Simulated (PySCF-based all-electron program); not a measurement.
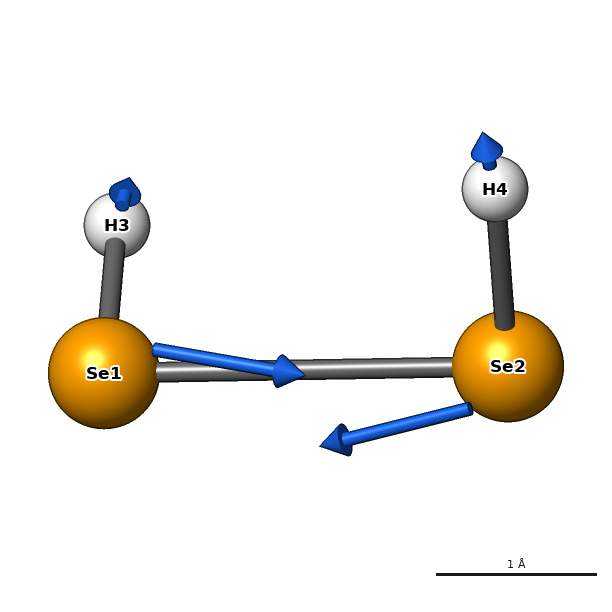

Arrows show the forces on the atoms, 0.6 Å of arrow for 1 eV/Å; forces under a tenth of the largest aren't drawn. Level of theory: PBE, all-electron, scalar-relativistic (Koelling-Harmon), large uncontracted Gaussian sets (PySCF-based all-electron program).

Along which bond is the force strongest?

Answer. Se1–Se2, now 2.581 Å: the forces pull its atoms together, so a first step downhill shortens it.

List the force components in the frame of the picture (x right, y up, z towards the viewer), in eV/Å.

```csv
atom,Fx,Fy,Fz
Se1,1.58,−0.27,0.72
Se2,−1.58,−0.40,−0.66
H3,0.08,0.31,−0.36
H4,−0.08,0.36,0.30
```
